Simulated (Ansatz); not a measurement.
# Ga17SiN18 (charge +1): geometry relaxation (part 3 of 3)

The same run, continued: Ga17SiN18 (defect cell, 36 atoms in the cell, total charge +1); DFT PBE, scalar-relativistic, plane waves, PAW, no spin polarisation (Ansatz 0.2.0); cutoff 420 eV, 2×2×2 k-mesh, Gaussian smearing of 0.01 eV. The structure derives from a Materials Project entry. It belongs to a series of runs on one base structure; here: Si on a Ga site (b), charge +1, atoms relaxed at the host's cell.

## Output, continued
```
--- Relaxed structure (4 steps of the walk, 4 accepted, 0 SCFs on fresh bases) ---
  F+E_penalty+E_count = -71887.22213261 eV   max|allowed force component| = 2.212e-2 eV/Å
  atoms:
    - { symbol: Si, position: [0.9443428918078256, 0.27902280622861486, 0.27773258474151585] }
    - { symbol: Ga, position: [0.27823338956058263, 0.9461767263363732, 0.2747344826474271] }
    - { symbol: Ga, position: [0.9413554236837761, 0.6129008071214725, 0.9448417853199522] }
    - { symbol: Ga, position: [0.6114159158227745, 0.6128205616980462, 0.2748272666737745] }
    - { symbol: Ga, position: [0.2782326059681519, 0.27589888751874103, 0.9448591736843226] }
    - { symbol: Ga, position: [0.9413460526159708, 0.9462137043283031, 0.6116738462740405] }
    - { symbol: Ga, position: [0.6106169926154373, 0.9453033781039406, 0.9440577078891458] }
    - { symbol: Ga, position: [0.27759030931899165, 0.612191296956279, 0.6110438941095137] }
    - { symbol: Ga, position: [0.6113945883251539, 0.275940959128315, 0.6116872139413593] }
    - { symbol: Ga, position: [0.8908513762222996, 0.8908842114894028, 0.22424515927084354] }
    - { symbol: Ga, position: [0.22078771894381252, 0.5555012522084067, 0.22455675873827113] }
    - { symbol: Ga, position: [0.8907244802615997, 0.22542933058448095, 0.8899776556039842] }
    - { symbol: Ga, position: [0.5564705891633251, 0.22548105456521927, 0.22419492157622328] }
    - { symbol: Ga, position: [0.22242463571658377, 0.8892781198750672, 0.8879632866228191] }
    - { symbol: Ga, position: [0.8911864660114786, 0.5555621410017815, 0.5543183718645874] }
    - { symbol: Ga, position: [0.5545699789788843, 0.557115789980142, 0.888048914610665] }
    - { symbol: Ga, position: [0.22074278601398212, 0.22587616569374735, 0.5542339100486228] }
    - { symbol: Ga, position: [0.5544871601819765, 0.8892797209221268, 0.5558357938699768] }
    - { symbol: N, position: [0.8295883206856789, 0.16408631083395422, 0.16300710143263789] }
    - { symbol: N, position: [0.15216420734865638, 0.8186593814507381, 0.1515046895093083] }
    - { symbol: N, position: [0.8180936203296196, 0.4868344884125463, 0.8173761577116964] }
    - { symbol: N, position: [0.4839380432606196, 0.48685150623237206, 0.15155386432851017] }
    - { symbol: N, position: [0.15213536552293266, 0.15281480667406366, 0.817336502598485] }
    - { symbol: N, position: [0.8180372172712812, 0.8187218202206209, 0.48557870269779435] }
    - { symbol: N, position: [0.4854462857645866, 0.8201169705235798, 0.8188521813518912] }
    - { symbol: N, position: [0.15254183934016327, 0.48729644909520275, 0.48595922111011447] }
    - { symbol: N, position: [0.4839336099712927, 0.15280575265306065, 0.48557623129300365] }
    - { symbol: N, position: [0.0837114354318807, 0.11238343341465415, 0.41711933184017147] }
    - { symbol: N, position: [0.4295700915160575, 0.7642284212160912, 0.42936495304084193] }
    - { symbol: N, position: [0.08375692829407093, 0.41836733353918654, 0.11109211302721311] }
    - { symbol: N, position: [0.7776762156179382, 0.4183642425774964, 0.4171979222218404] }
    - { symbol: N, position: [0.4327736926958523, 0.09883983480557182, 0.09765316419298259] }
    - { symbol: N, position: [0.09593006492975809, 0.7642305269394545, 0.7630031811730362] }
    - { symbol: N, position: [0.7641884625209023, 0.7673163891367704, 0.09767508695369409] }
    - { symbol: N, position: [0.42959427166649194, 0.43061114827217273, 0.7630549273586811] }
    - { symbol: N, position: [0.7641926902196103, 0.09886427206200354, 0.7661778409710527] }
```

## Trajectory as extended XYZ (Å, eV, eV/Å), 4 frames, from step=1 to step=4
```
36
Lattice="0.0000 5.5744 -5.2432 4.8276 -2.7872 -5.2432 -4.8276 -2.7872 -5.2432" Properties=species:S:1:pos:R:3:forces:R:3 step=1 energy=-71887.15987
Si    0.0243    3.6913   -7.8456   -0.4686   0.5358  -0.7041
Ga    3.2390   -1.8537   -7.8611   -0.0181   0.0082  -0.0449
Ga   -1.6061    0.9083  -13.1043    0.0625   0.0056  -0.0075
Ga    1.6283    0.9361   -7.8611    0.1155  -0.1204   0.0517
Ga   -3.2298   -1.8537   -7.8611   -0.0316   0.0233   0.0163
Ga    1.6153    0.9083  -13.1043   -0.0496   0.0090  -0.0614
Ga    0.0046   -1.8612  -13.1093    0.0186  -0.0139   0.0365
Ga    0.0046   -1.8612   -7.8699    0.0125  -0.0125   0.0182
Ga   -1.6192    0.9361   -7.8611   -0.0838  -0.0492   0.0371
Ga    3.2188    1.8574  -10.5159    0.0511   0.0042  -0.0275
Ga    1.5966   -0.9421   -5.2452   -0.0580  -0.0110  -0.1252
Ga   -3.2096    1.8574  -10.5159    0.2733   0.1470   0.1015
Ga    0.0046    1.8502   -5.2727    0.0446  -0.1801   0.0713
Ga    0.0046   -3.7129  -10.4833    0.0241   0.0119  -0.0351
Ga    0.0046    1.8749  -10.4883   -0.0172   0.0553  -0.0958
Ga   -1.5990   -0.9354  -10.4833    0.0016  -0.0113  -0.0489
Ga   -1.5874   -0.9421   -5.2452    0.0029  -0.0171  -0.1358
Ga    1.6082   -0.9354  -10.4833   -0.0089  -0.0370  -0.0267
N     0.0563    3.7024   -6.0587   -0.6884   0.0823   0.0230
N     3.2189   -1.8548   -5.8850    0.0410  -0.0756   0.0028
N    -1.5970    0.9262  -11.1282    0.0569   0.0174   0.0315
N     1.6174    0.9193   -5.8850    0.0133  -0.0308   0.0208
N    -3.2098   -1.8548   -5.8850   -0.0205  -0.0299  -0.0445
N     1.6062    0.9262  -11.1281    0.0992  -0.0011   0.0220
N     0.0046   -1.8612  -11.1410   -0.0032   0.0062   0.0389
N     0.0046   -1.8612   -5.9049    0.0066  -0.0241   0.0463
N    -1.6082    0.9193   -5.8850    0.0259   0.0742  -0.0343
N    -1.4985   -0.9975   -3.2420    0.6767  -0.4007   0.6632
N     1.6146   -0.9317   -8.5111   -0.0042   0.0532   0.0073
N     1.4771   -1.0132   -3.2289    0.0673   0.0100   0.2326
N     0.0131    2.0006   -8.4531   -0.1077   0.0020  -0.0150
N     0.0046    1.8658   -3.2984    0.0016  -0.0163  -0.0041
N     0.0046   -3.7203   -8.5112   -0.0581  -0.0232   0.0115
N     3.2322    1.8497   -8.5415   -0.0029  -0.0004  -0.0317
N    -1.6054   -0.9317   -8.5112   -0.0104   0.0070   0.0022
N    -3.2231    1.8497   -8.5415    0.0357   0.0020   0.0075
36
Lattice="0.0000 5.5744 -5.2432 4.8276 -2.7872 -5.2432 -4.8276 -2.7872 -5.2432" Properties=species:S:1:pos:R:3:forces:R:3 step=2 energy=-71887.20043
Si    0.0258    3.6999   -7.8619   -0.4608   0.3390  -0.3268
Ga    3.2388   -1.8529   -7.8626   -0.0033   0.0087  -0.0037
Ga   -1.5978    0.9053  -13.1004   -0.0011   0.0101  -0.0117
Ga    1.6295    0.9338   -7.8588    0.0544  -0.0491   0.0162
Ga   -3.2295   -1.8484   -7.8590    0.0047  -0.0143  -0.0041
Ga    1.6153    0.9072  -13.1076   -0.0135  -0.0176  -0.0023
Ga    0.0063   -1.8626  -13.1074    0.0000   0.0009  -0.0048
Ga    0.0055   -1.8616   -7.8675   -0.0077   0.0119  -0.0095
Ga   -1.6231    0.9343   -7.8604   -0.0076  -0.0057   0.0024
Ga    3.2090    1.8636  -10.5128    0.1348  -0.0775  -0.0876
Ga    1.5974   -0.9436   -5.2436    0.0018   0.0171  -0.0907
Ga   -3.2158    1.8534  -10.5208    0.1646   0.0814   0.0526
Ga    0.0055    1.8486   -5.2742    0.0117  -0.0535   0.0056
Ga    0.0072   -3.7136  -10.4849   -0.0069   0.0017  -0.0212
Ga    0.0062    1.8759  -10.4931   -0.0211  -0.0119  -0.0078
Ga   -1.5981   -0.9364  -10.4844    0.0040  -0.0006  -0.0120
Ga   -1.5869   -0.9429   -5.2381   -0.0140  -0.0019  -0.1366
Ga    1.6094   -0.9375  -10.4842   -0.0016   0.0078  -0.0187
N     0.0236    3.7079   -6.0695   -0.2742   0.0388   0.1518
N     3.2206   -1.8536   -5.8866   -0.0057  -0.0237   0.0230
N    -1.5959    0.9264  -11.1251    0.0105  -0.0048  -0.0102
N     1.6189    0.9166   -5.8832   -0.0053   0.0085   0.0037
N    -3.2079   -1.8570   -5.8845   -0.0161   0.0073  -0.0084
N     1.6074    0.9238  -11.1307    0.0036   0.0198   0.0257
N     0.0056   -1.8620  -11.1393    0.0040  -0.0012   0.0115
N     0.0044   -1.8600   -5.9021    0.0174  -0.0158   0.0359
N    -1.6067    0.9183   -5.8850   -0.0051   0.0102  -0.0019
N    -1.4886   -1.0016   -3.2252    0.4901  -0.2507   0.2921
N     1.6140   -0.9310   -8.5118    0.0090   0.0092   0.0145
N     1.4900   -1.0084   -3.2202   -0.0354  -0.0295   0.0987
N     0.0091    2.0023   -8.4563   -0.0169  -0.0033  -0.0375
N     0.0044    1.8658   -3.2999    0.0090  -0.0197   0.0105
N     0.0054   -3.7198   -8.5125   -0.0061  -0.0191   0.0257
N     3.2331    1.8478   -8.5397   -0.0157   0.0195  -0.0129
N    -1.6041   -0.9320   -8.5118   -0.0130   0.0078   0.0151
N    -3.2237    1.8486   -8.5452    0.0107   0.0020   0.0232
36
Lattice="0.0000 5.5744 -5.2432 4.8276 -2.7872 -5.2432 -4.8276 -2.7872 -5.2432" Properties=species:S:1:pos:R:3:forces:R:3 step=3 energy=-71887.22213
Si    0.0062    3.7123   -7.8705   -0.0050  -0.0054   0.0050
Ga    3.2414   -1.8519   -7.8603    0.0035   0.0012  -0.0041
Ga   -1.6025    0.9057  -13.1032   -0.0093  -0.0149  -0.0052
Ga    1.6317    0.9342   -7.8598    0.0099   0.0121  -0.0116
Ga   -3.2294   -1.8515   -7.8595   -0.0071  -0.0010  -0.0151
Ga    1.6150    0.9053  -13.1039    0.0036  -0.0080   0.0038
Ga    0.0060   -1.8622  -13.1078   -0.0064   0.0056  -0.0150
Ga    0.0055   -1.8620   -7.8691    0.0057  -0.0001  -0.0033
Ga   -1.6208    0.9342   -7.8596   -0.0016   0.0119  -0.0140
Ga    3.2182    1.8579  -10.5177    0.0103  -0.0117   0.0051
Ga    1.5977   -0.9434   -5.2476    0.0068   0.0063  -0.0142
Ga   -3.2081    1.8564  -10.5185    0.0054   0.0030   0.0100
Ga    0.0062    1.8486   -5.2754   -0.0038   0.0010   0.0088
Ga    0.0063   -3.7136  -10.4846   -0.0027  -0.0044  -0.0061
Ga    0.0060    1.8744  -10.4919    0.0037  -0.0112  -0.0015
Ga   -1.5976   -0.9366  -10.4849   -0.0024   0.0045  -0.0055
Ga   -1.5852   -0.9438   -5.2476   -0.0032   0.0089  -0.0126
Ga    1.6097   -0.9369  -10.4843    0.0035   0.0084  -0.0097
N     0.0052    3.7128   -6.0647    0.0055  -0.0043   0.0174
N     3.2207   -1.8558   -5.8846   -0.0065   0.0131   0.0057
N    -1.5957    0.9253  -11.1276    0.0030  -0.0005   0.0028
N     1.6187    0.9183   -5.8846    0.0023  -0.0064   0.0092
N    -3.2080   -1.8559   -5.8843    0.0000   0.0057   0.0081
N     1.6083    0.9247  -11.1278   -0.0179   0.0044   0.0021
N     0.0061   -1.8621  -11.1387    0.0001  -0.0035   0.0094
N     0.0065   -1.8623   -5.9027   -0.0035   0.0018   0.0065
N    -1.6065    0.9183   -5.8845   -0.0038  -0.0123   0.0098
N    -1.4711   -1.0092   -3.2152   -0.0221   0.0133  -0.0031
N     1.6166   -0.9322   -8.5105   -0.0045  -0.0073   0.0002
N     1.4834   -1.0088   -3.2152    0.0208   0.0099   0.0024
N     0.0056    2.0062   -8.4585    0.0017  -0.0199   0.0001
N     0.0057    1.8648   -3.2994    0.0050  -0.0036   0.0057
N     0.0059   -3.7219   -8.5105    0.0038   0.0059  -0.0037
N     3.2327    1.8490   -8.5421    0.0031   0.0017   0.0077
N    -1.6049   -0.9323   -8.5110    0.0019  -0.0027   0.0038
N    -3.2215    1.8489   -8.5424    0.0002  -0.0016   0.0018
36
Lattice="0.0000 5.5744 -5.2432 4.8276 -2.7872 -5.2432 -4.8276 -2.7872 -5.2432" Properties=species:S:1:pos:R:3:forces:R:3 step=4 energy=-71887.22213
Si    0.0062    3.7123   -7.8705   -0.0049  -0.0056   0.0051
Ga    3.2414   -1.8519   -7.8603    0.0035   0.0013  -0.0042
Ga   -1.6025    0.9057  -13.1032   -0.0093  -0.0148  -0.0052
Ga    1.6317    0.9342   -7.8598    0.0098   0.0120  -0.0116
Ga   -3.2294   -1.8515   -7.8595   -0.0072  -0.0011  -0.0152
Ga    1.6150    0.9053  -13.1039    0.0034  -0.0080   0.0038
Ga    0.0060   -1.8622  -13.1078   -0.0064   0.0056  -0.0149
Ga    0.0055   -1.8620   -7.8691    0.0058  -0.0002  -0.0034
Ga   -1.6208    0.9342   -7.8596   -0.0016   0.0120  -0.0140
Ga    3.2182    1.8579  -10.5177    0.0104  -0.0118   0.0050
Ga    1.5977   -0.9434   -5.2476    0.0068   0.0064  -0.0142
Ga   -3.2081    1.8564  -10.5185    0.0054   0.0031   0.0101
Ga    0.0062    1.8486   -5.2754   -0.0038   0.0010   0.0088
Ga    0.0063   -3.7136  -10.4846   -0.0026  -0.0044  -0.0060
Ga    0.0060    1.8744  -10.4919    0.0037  -0.0112  -0.0015
Ga   -1.5976   -0.9366  -10.4849   -0.0023   0.0044  -0.0056
Ga   -1.5852   -0.9438   -5.2476   -0.0032   0.0090  -0.0127
Ga    1.6097   -0.9369  -10.4843    0.0036   0.0084  -0.0097
N     0.0052    3.7128   -6.0647    0.0055  -0.0043   0.0173
N     3.2207   -1.8558   -5.8846   -0.0065   0.0131   0.0055
N    -1.5957    0.9253  -11.1276    0.0030  -0.0004   0.0028
N     1.6187    0.9183   -5.8846    0.0023  -0.0065   0.0092
N    -3.2080   -1.8559   -5.8843    0.0000   0.0057   0.0082
N     1.6083    0.9247  -11.1278   -0.0180   0.0044   0.0018
N     0.0061   -1.8621  -11.1387    0.0001  -0.0035   0.0094
N     0.0065   -1.8623   -5.9027   -0.0035   0.0018   0.0066
N    -1.6065    0.9183   -5.8845   -0.0038  -0.0124   0.0099
N    -1.4711   -1.0092   -3.2152   -0.0221   0.0133  -0.0031
N     1.6166   -0.9322   -8.5105   -0.0044  -0.0074   0.0001
N     1.4834   -1.0088   -3.2152    0.0207   0.0100   0.0023
N     0.0056    2.0062   -8.4585    0.0016  -0.0198   0.0001
N     0.0057    1.8648   -3.2994    0.0049  -0.0037   0.0058
N     0.0059   -3.7219   -8.5105    0.0039   0.0059  -0.0037
N     3.2327    1.8490   -8.5421    0.0032   0.0016   0.0077
N    -1.6049   -0.9323   -8.5110    0.0019  -0.0028   0.0038
N    -3.2215    1.8489   -8.5424    0.0002  -0.0014   0.0019
```

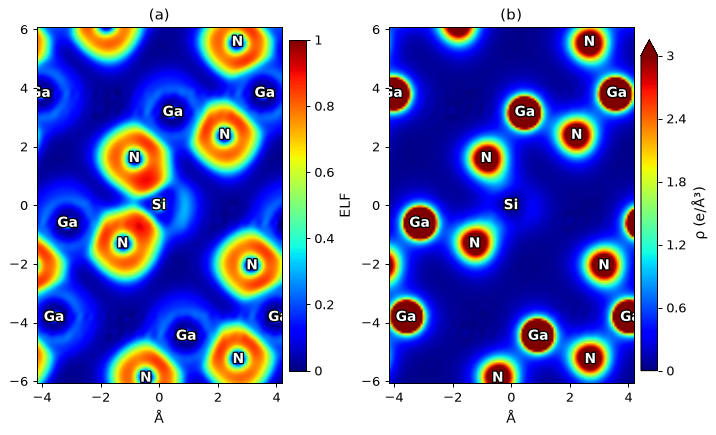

*(a) electron localisation function; (b) valence pseudo-density on the (011̄) plane of the calculation cell.*

The section cuts through Si, Ga and N sites. Si–N (1.81 Å): ρ at the midpoint is about 0.97 e/Å³; the ELF peaks at about 0.90 between the atoms, which marks a shared but strongly polarised pair. Ga–N (1.95 Å): the density is about 0.74 e/Å³ at the midpoint; the ELF is about 0.50 at the midpoint. Ga–N (2.02 Å): the density is about 0.64 e/Å³ at the midpoint; the ELF is about 0.45 at the midpoint. The density dies away to nearly zero in the voids. Core electrons are frozen (PAW), so the fields are smoothed inside the atomic spheres.

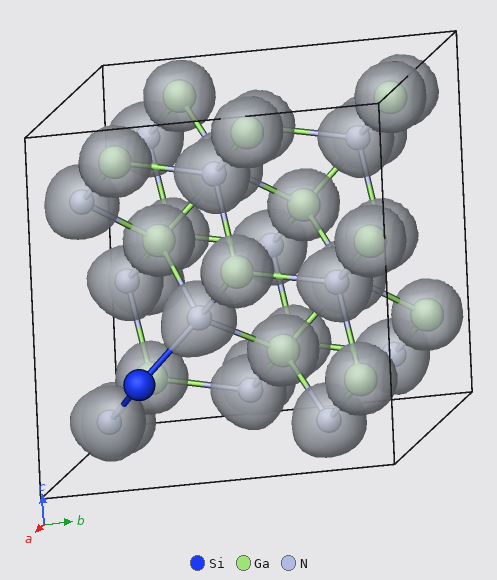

*Isosurface of the valence electron density at 1 e/Å³ (grey), seen slightly off an axis. Sticks mark near contacts. The outline is the calculation cell.*

At this value the density breaks into separate islands; it holds about 70 % of the electrons treated as valence (semicore included). It is pinched off along the Si–N (1.80 Å), Ga–N (1.95 Å) and Ga–N (2.02 Å) contacts. On the grid the lowest density along these lines, outside the cores, is 0.73 e/Å³ (Si–N, 1.80 Å), 0.72 e/Å³ (Ga–N, 1.95 Å) and 0.62 e/Å³ (Ga–N, 2.02 Å).
